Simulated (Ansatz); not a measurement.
## C2H10OSi2 (SMILES C[SiH2]O[SiH2]C): the HOMO–LUMO gap, rung by rung

C2H10OSi2: 15 atoms, total charge 0, spin state singlet. SMILES: `C[SiH2]O[SiH2]C`. The shape is that of a PBE0-D4/def2-TZVP optimisation. This is one conformer, not always the lowest.

Quantity: the HOMO–LUMO gap, in eV. The values are calculated.

| level | kind | program | value (eV) |
| --- | --- | --- | --- |
| PBE/6-31G* (spherical functions) | GGA | Ansatz | 6.75 |
| r2SCAN/6-31G* (spherical functions) | meta-GGA | Ansatz | 7.55 |
| B3LYP/6-31G* (spherical functions) | global hybrid | Ansatz | 8.66 |
| BHLYP/6-31G* (spherical functions) | global hybrid | Ansatz | 11.39 |
| PBE0/6-31G* (spherical functions) | global hybrid | Ansatz | 9.09 |
| B3LYP/6-31G* (Cartesian functions) | global hybrid | Ansatz | 8.61 |
| CAM-B3LYP/6-31G* (spherical functions) | range-separated hybrid | Ansatz | 11.53 |
| wB97X/6-31G* (spherical functions) | range-separated hybrid | Ansatz | 13.57 |

The values span 6.75 to 13.57 eV. Orbital gaps aren't excitation energies; they tend to grow with the share of exact exchange.

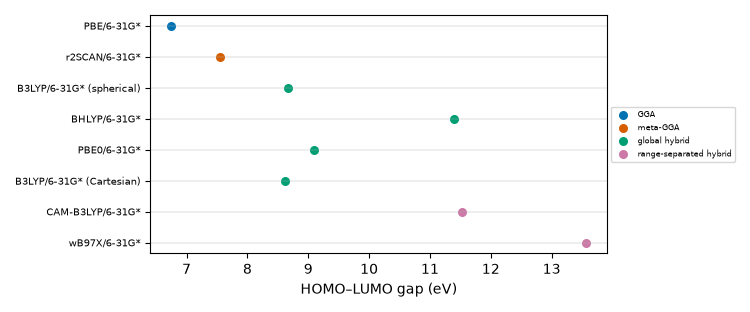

The values of the table, level by level.
